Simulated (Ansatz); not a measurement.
# Calculations on C2H7Al

**1. Relaxation**

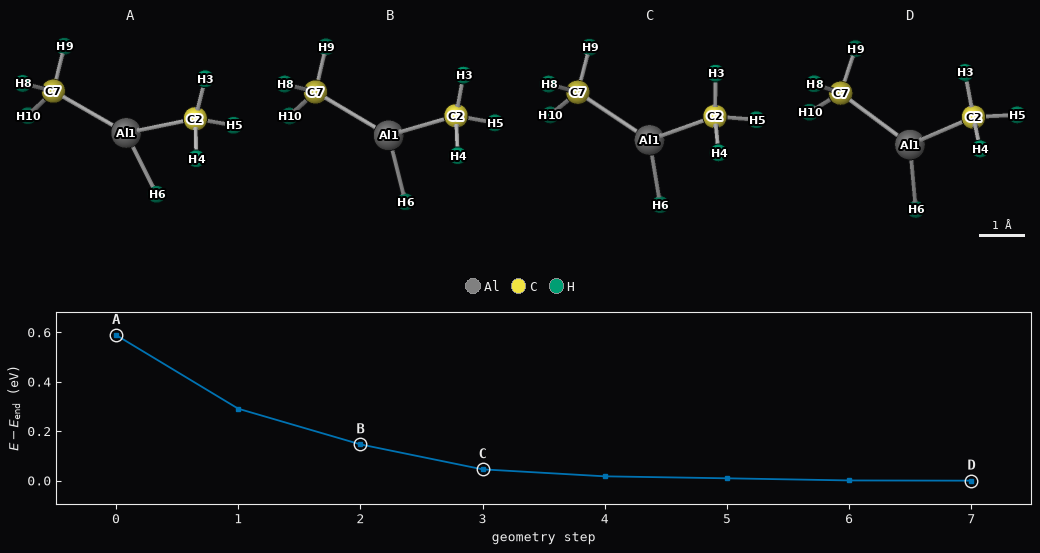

Frames of a relaxation of C₂H₇Al, marked on the history of the run. A ball-and-stick model, seen at a tilt.

The run prepares an end point of a later path (reaction) calculation, from a guessed geometry.

Level of theory: RKS BLYP-D4/def2-SVPD (Ansatz 0.2.0).

Input file:
```yaml
crystal:
  periodic: [false, false, false]
  atoms:
    - { symbol: Al, position_ang: [0.249554, 0.020582, -0.029369] }
    - { symbol: C, position_ang: [0.979324, -0.020677, 1.779706] }
    - { symbol: H, position_ang: [0.426134, -0.111508, 2.736095] }
    - { symbol: H, position_ang: [1.735344, -0.834081, 1.737465] }
    - { symbol: H, position_ang: [1.580625, 0.916723, 1.825456] }
    - { symbol: H, position_ang: [1.742328, 0.121885, -0.45646] }
    - { symbol: C, position_ang: [-1.502203, -0.014785, -0.92105] }
    - { symbol: H, position_ang: [-2.013757, -0.986151, -0.753946] }
    - { symbol: H, position_ang: [-2.174154, 0.763578, -0.50272] }
    - { symbol: H, position_ang: [-1.439095, 0.144435, -2.014878] }
basis:
  gaussian: { orbitals: def2-SVPD }
hamiltonian:
  xc: blyp
  dispersion: d4
relax:
  f_tol: 0.03
  max_steps: 50
```

Command:
```bash
ansatz run input.yaml --threads 4 --pin off --max-ram 5120MiB --backend cpu --events-out ev --progress --plain --runs-dir out
```

**Describe the path.**

After 7 geometry steps the energy has fallen by 0.589 eV. The largest force component goes from 1.6 to 0.0099 eV/Å. The largest move after the best rigid fit is that of H6, 0.75 Å. By element the largest moves are H 0.75 Å, Al 0.29 Å, C 0.19 Å. Near-neighbour distances that change, for instance: Al1–H6 1.556 → 1.600 Å, Al1–C2 1.951 → 1.975 Å, Al1–C7 1.966 → 1.974 Å. Bond angles that change, for instance: C2–Al1–H6 84.1° → 118.7°, C2–Al1–C7 138.9° → 120.8°, H6–Al1–C7 137.0° → 120.5°. The run took 8.6 s on 4 threads of Arm Neoverse V2, with other jobs on the host, peak memory 0.14 GiB. From step 0 to 2: H6 moves most (0.39 Å), energy −0.443 eV. From step 2 to 3: H3 moves most (0.20 Å), energy −0.101 eV. From step 3 to 7: H3 moves most (0.27 Å), energy −0.046 eV.

**2. Relaxation**

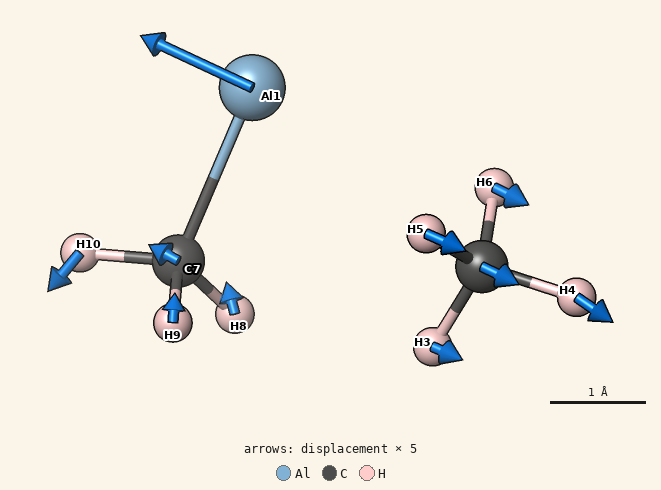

A relaxation of C2H7Al. The starting structure is drawn; blue arrows show the displacements, 5 times their true length. The two geometries are superimposed by the best rigid fit.

Style: ball-and-stick. Shown at a tilt.

The run prepares an end point of a later path (reaction) calculation, from a guessed geometry.

All numbers below come from RKS BLYP-D4/def2-SVPD (Ansatz 0.2.0). Settings: no spin polarisation; force threshold 0.03 eV/Å; at most 50 steps.

> Atoms of which element are displaced furthest, and by how much?

Aluminium: up to 0.28 Å, against 0.11 Å for hydrogen.

> What happened in the run?

Over 4 accepted moves (5 points after the start) the energy falls by 0.028 eV. The largest force component goes from 0.16 to 0.012 eV/Å. The line search rejected the trial step at point 2 of the run. The atom that moves furthest after the best rigid fit is the Al atom (0.28 Å). By element the largest moves are Al 0.28 Å, H 0.11 Å, C 0.10 Å. The run took 6.4 s on 4 threads of Arm Neoverse V2, on a shared host, peak memory 0.14 GiB.

Limits of the set-up: the start holds two separate molecules, 2.6 Å apart at their closest, whose relative position is a soft coordinate.

**3. Path**

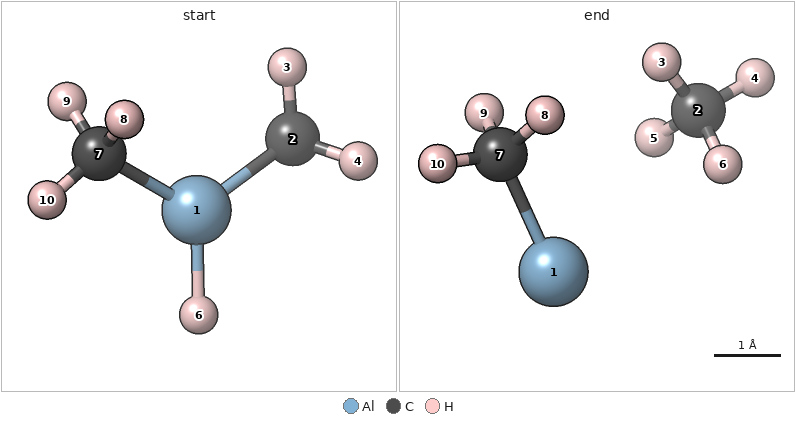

The two relaxed end points of a path for C₂H₇Al. The picture is a ball-and-stick view, seen at a tilt.

The calculation used Ansatz, RKS BLYP-D4/def2-SVPD.

Run with 9 movable images; climbing image; force threshold 0.05 eV/Å; iteration limit 60.

Start:
```xyz
10

Al    0.5043    0.0502   -0.1627
C     0.9259   -0.0217    1.7649
H     0.0362   -0.1388    2.4156
H     1.6212   -0.8565    1.9976
H     1.4532    0.9011    2.0906
H     1.7092    0.1650   -1.2087
C    -1.3654   -0.0110   -0.7925
H    -1.8467   -0.9721   -0.5086
H    -1.9761    0.7805   -0.3075
H    -1.4779    0.1032   -1.8884
```

End:
```xyz
10

Al    0.3347    0.7790   -1.6914
C     1.1817   -0.1929    1.6081
H     0.1784   -0.6492    1.6598
H     1.7494   -0.4324    2.5240
H     1.0842    0.9039    1.5169
H     1.7269   -0.5906    0.7324
C    -1.3968    0.1443   -0.8632
H    -1.3519   -0.9239   -0.5528
H    -1.6760    0.7272    0.0432
H    -2.2466    0.2345   -1.5766
```

**What barrier does the band find between them, and by what path?**

The energy climbs by 64.9 kcal/mol to image 6 and then falls by 46.0 kcal/mol, so the end point sits at +19.0 kcal/mol. Breaking: Al1–C2 (1.97 → 2.35 at the top → 3.54 Å), Al1–H6 (1.60 → 1.59 at the top → 3.11 Å). Forming: C2–H6 (3.08 → 1.82 at the top → 1.11 Å). The band converged in 20 iterations, with a climbing image at the top.

Energies of the converged images:

```csv
image,path (Å),E (kcal/mol)
0,0.00,0.0
1,0.62,0.0
2,1.23,0.0
3,1.85,0.7
4,2.47,7.4
5,3.08,33.0
6,3.70,64.9
7,4.35,32.0
8,5.00,19.4
9,5.65,19.0
10,6.29,19.0
```

The geometry at the top of the path:

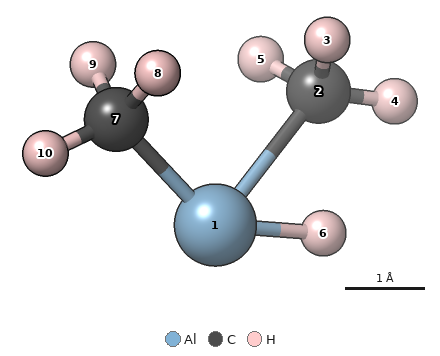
